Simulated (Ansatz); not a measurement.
# BClH5NOSn: the cost of one run

All numbers below are computed with Ansatz 0.2.0 (RKS r2SCAN-D4/def2-SVP).

### Step 1. The starting structure

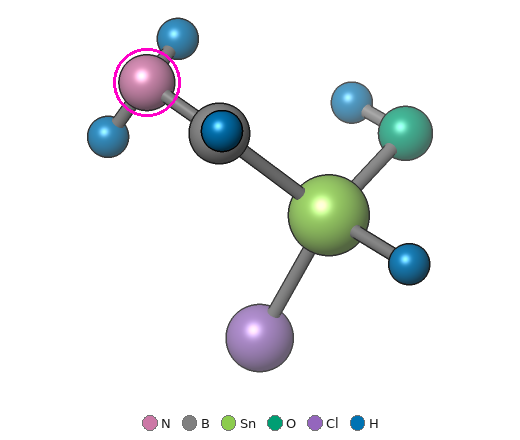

The starting structure, seen from a free direction (nitrogen pink, boron grey, tin green, oxygen teal, chlorine purple, hydrogen blue). Ringed: N1.

As a file:

```xyz
10

N    -1.9490   -0.2195    0.1084
B    -0.8519   -0.4550   -0.8594
Sn    1.1775    0.1906   -0.3514
O     1.8345   -0.6780    1.3471
Cl    1.2452    2.5188   -0.0690
H    -2.0184    0.8735    0.2539
H    -1.7228   -0.6177    1.0121
H    -1.0125   -0.9919   -1.8865
H     2.3144   -0.2471   -1.5796
H     1.0661   -0.4248    2.0273
```

### Step 2. End point A

input.yaml reads:

```yaml
crystal:
  periodic: [false, false, false]
  atoms:
    - { symbol: "N", position_ang: [-1.949, -0.2195, 0.1084] }
    - { symbol: B, position_ang: [-0.8519, -0.455, -0.8594] }
    - { symbol: Sn, position_ang: [1.1775, 0.1906, -0.3514] }
    - { symbol: O, position_ang: [1.8345, -0.678, 1.3471] }
    - { symbol: Cl, position_ang: [1.2452, 2.5188, -0.069] }
    - { symbol: H, position_ang: [-2.0184, 0.8735, 0.2539] }
    - { symbol: H, position_ang: [-1.7228, -0.6177, 1.0121] }
    - { symbol: H, position_ang: [-1.0125, -0.9919, -1.8865] }
    - { symbol: H, position_ang: [2.3144, -0.2471, -1.5796] }
    - { symbol: H, position_ang: [1.0661, -0.4248, 2.0273] }
basis:
  gaussian: { orbitals: def2-SVP }
hamiltonian:
  xc: r2scan
  dispersion: d4
relax:
  f_tol: 0.015
  max_steps: 40
output:
  orbitals: {}
```

Started as:

```
ansatz run input.yaml --threads 2 --pin off --max-ram 3072MiB --backend cpu --events-out ev --progress --plain --runs-dir out
```

What time and memory should one allow on 2 threads of Intel Xeon Platinum 8259CL at 2.50GHz (Skylake/Cascade Lake), shared host?

About 2.1 min, with a peak of 0.22 GiB.
